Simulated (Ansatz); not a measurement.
# As2H3 (doublet): one geometry, many settings at a displaced geometry (v1)

What do other methods and options give for As2H3 (doublet) at this geometry, and how long do they take?

Program: Ansatz 0.2.0, Gaussian basis. Level of theory: the settings change from run to run. These are calculated values, not measurements.

22 further runs of the same task are left out: 8 that didn't finish, 14 set aside as unsound or not needed. Runs told in other sessions of the task aren't counted.

## 1. The geometry

The geometry is a PBE0/def2-TZVP stationary point (not a proven minimum) with its atoms shifted at random (size 0.040 Å). No spin-orbit coupling is included. The filled d shell of As may be among the frozen orbitals whatever the setting's name suggests.

5 atoms, charge 0, spin multiplicity 2.

Atoms are counted from 1 here; the program's logs count them from 0.

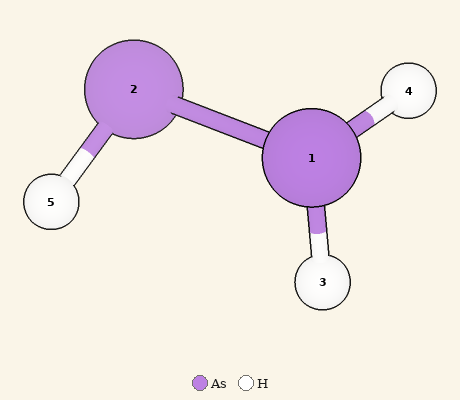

The structure; arsenic purple, hydrogen white; atoms are numbered from 1 in the order of the file.

As a file:

```
atom     x (Å)     y (Å)     z (Å)
 As1   0.04605   0.03622   1.20664
 As2  -0.02030  -0.04850  -1.22401
  H3  -1.24730   0.78708   1.30648
  H4  -0.63348  -1.36322   1.33571
  H5  -0.03304   1.48893  -1.35121
```

## 2. BCCD on UHF/cc-pVDZ

Input file in.yaml:

```yaml
crystal:
  periodic: [false, false, false]
  atoms:
    - {symbol: As, position_ang: [0.046046, 0.036218, 1.206641]}
    - {symbol: As, position_ang: [-0.020299, -0.048498, -1.224008]}
    - {symbol: H, position_ang: [-1.247296, 0.787079, 1.306479]}
    - {symbol: H, position_ang: [-0.633484, -1.363225, 1.335709]}
    - {symbol: H, position_ang: [-0.033035, 1.488930, -1.351212]}
basis:
  gaussian: {orbitals: cc-pVDZ, point_charges: [{charge: 0.50, position_ang: [3.532, -0.078, 0.086]}]}
magnetization: {spin_polarized: true, initial_magnetization: 1}
correlation: {method: bccd, electrons: outside_noble_gas}
```

Launch:

```console
$ ansatz run in.yaml --threads 1 --pin off --events-out ev --progress --plain --max-ram 2393MiB
```

The program printed, cut to the lines that bear on the results:

```text
Functional definition: HF
  name "HF"
  cite "Fock, Z. Phys. 61, 126 (1930) doi:10.1007/BF01340294"
  parent pbe
[...]
788 factors; integrals over basis functions are off by at most 1.2e-3 eV
[...]
mean field -121637.00357281 eV, -4470.0774327784 hartree, gradient 6.1e-6 eV, S^2 0.764690; 1 other end points of the search recorded, 0 dependent functions left out
determinant -121637.00357281 eV, -4470.0774327784 hartree, with singles and doubles -121643.64759771 eV, -4470.3215961901 hartree
determinant -121634.58698025 eV, -4469.9886246400 hartree, with singles and doubles -121641.22961285 eV, -4470.2327368853 hartree
28 core orbitals not correlated: weight in the atoms' cores, before any rotation towards them, 1.000 or more for the frozen orbitals, at most 0.000 for the correlated occupied ones
reference -121637.00357281 eV, -4470.0774327784 hartree; 7, 6 occupied and 34, 35 virtual orbitals, 788 factors
second order -5.55436475 eV of doubles, -0.00000000 eV of singles
cycle   1  -6.63645627 eV  change    7.6e-3 eV  update   3.3e-3
[...]
cycle   9  -6.63584047 eV  change    3.5e-6 eV  update   8.1e-6
Total energy: -121643.63941328 eV, -4470.3212954179 hartree
```

It took 8.5 s on 1 thread of Arm Neoverse V1, shared host.

From the report: ⟨S²⟩ of the determinant 0.765 (pure doublet: 0.75); correlation -6.6358 eV; largest double amplitude 0.07.

## 3. HF (UHF)/cc-pVDZ

in.yaml, as its differences from that of step 2:

```diff
@@ -9,4 +9,5 @@
 basis:
-  gaussian: {orbitals: cc-pVDZ, point_charges: [{charge: 0.50, position_ang: [3.532, -0.078, 0.086]}]}
+  gaussian: {orbitals: cc-pVDZ}
 magnetization: {spin_polarized: true, initial_magnetization: 1}
-correlation: {method: bccd, electrons: outside_noble_gas}
+hamiltonian: {xc: hf}
+output: {forces: true, orbitals: {seedname: orbitals}}
```

Launched as before.

The program printed, cut to the lines that bear on the results:

```text
Functional definition: HF
  name "HF"
  cite "Fock, Z. Phys. 61, 126 (1930) doi:10.1007/BF01340294"
  parent pbe
[...]
788 factors; integrals over basis functions are off by at most 1.2e-3 eV
[...]
mean field -121636.93462797 eV, -4470.0748991022 hartree, gradient 2.4e-5 eV, S^2 0.764746; 0 other end points of the search recorded, 0 dependent functions left out
[...]
reference -121636.93462797 eV, -4470.0748991022 hartree; 35, 34 occupied and 34, 35 virtual orbitals, 788 factors
Total energy: -121636.93462797 eV, -4470.0748991022 hartree
Atom 0 at     0.046046     0.036218     1.206641 Å, force    -0.235467    -0.944348     0.063935 eV/Å
Atom 1 at    -0.020299    -0.048498    -1.224008 Å, force     0.052752     0.486674    -0.272807 eV/Å
Atom 2 at    -1.247296     0.787079     1.306479 Å, force    -0.257665     0.153317     0.138202 eV/Å
Atom 3 at    -0.633484    -1.363225     1.335709 Å, force     0.404035     0.759291     0.047513 eV/Å
Atom 4 at    -0.033035     1.488930    -1.351212 Å, force     0.036345    -0.454935     0.023157 eV/Å
Dipole moment:    -0.089575     0.057024     0.032331 e Å
```

Wall time 3.9 s (1 thread of Arm Neoverse V1, shared host).

From the report: ⟨S²⟩ of the determinant 0.765 (pure doublet: 0.75).

## 4. CCSD on ROHF/def2-mTZVP

in.yaml, as its differences from that of step 3:

```diff
@@ -9,5 +9,4 @@
 basis:
-  gaussian: {orbitals: cc-pVDZ}
-magnetization: {spin_polarized: true, initial_magnetization: 1}
-hamiltonian: {xc: hf}
-output: {forces: true, orbitals: {seedname: orbitals}}
+  gaussian: {orbitals: def2-mTZVP}
+magnetization: {spin_polarized: false, initial_magnetization: 1}
+correlation: {method: ccsd, electrons: outside_noble_gas}
```

The command is unchanged.

The program printed, cut to the lines that bear on the results:

```text
Functional definition: HF
  name "HF"
  cite "Fock, Z. Phys. 61, 126 (1930) doi:10.1007/BF01340294"
  parent pbe
[...]
857 factors; integrals over basis functions are off by at most 7.0e-4 eV
[...]
mean field -121638.11530575 eV, -4470.1182882104 hartree, gradient 1.0e-6 eV, S^2 0.750000; 0 other end points of the search recorded, 0 dependent functions left out
[...]
28 core orbitals not correlated: weight in the atoms' cores, before any rotation towards them, 1.000 or more for the frozen orbitals, at most 0.000 for the correlated occupied ones
reference -121638.11530575 eV, -4470.1182882104 hartree; 7, 6 occupied and 46, 47 virtual orbitals, 857 factors
second order -5.24120248 eV of doubles, -0.06364542 eV of singles
cycle   1  -5.99826427 eV  change   -6.9e-1 eV  update   7.7e-2
[...]
cycle  12  -6.32946140 eV  change   -2.8e-7 eV  update   6.5e-6
Total energy: -121644.44476715 eV, -4470.3508916267 hartree
```

It took 9 s on 1 thread of Arm Neoverse V1, shared host.

From the report: correlation -6.3295 eV; T1 0.020; largest double amplitude 0.07.

## 5. All runs side by side

Where basis and cores are those of an earlier UCCSDT(Q)/cc-pVDZ run (-121643.8118 eV), and the records show the same count of frozen orbitals and kind of state, the miss against it is given; a blank cell means that this couldn't be shown.

| level | correlated | functions | energy (eV) | from UCCSDT(Q) (meV) | time |
| --- | --- | --- | --- | --- | --- |
| BCCD on UHF/cc-pVDZ (beside a point charge) | outside noble gas | 69 | -121643.6394 |  | 8.5 s |
| HF (UHF)/cc-pVDZ |  | 69 | -121636.9346 | 6877.2 | 3.9 s |
| CCSD on ROHF/def2-mTZVP | outside noble gas | 81 | -121644.4448 |  | 9 s |

## 6. Results

| quantity | value |
| --- | --- |
| runs | 3 |
| quickest | HF (UHF)/cc-pVDZ, 3.9 s |
| slowest | CCSD on ROHF/def2-mTZVP, 9 s |

In words: Total energies in different bases, with other cores or another treatment of relativity can't be set against each other. «valence» and «outside noble gas» are the program's key words; the logs give how many orbitals each freezes, and for Ga to Kr the 3d shell needn't follow the word's plain sense. CCSD on ROHF/def2-mTZVP took 2 times as long as HF (UHF)/cc-pVDZ; the jobs differ in more than the method. Hartree-Fock, CASSCF and CASCI lack dynamic correlation by design.
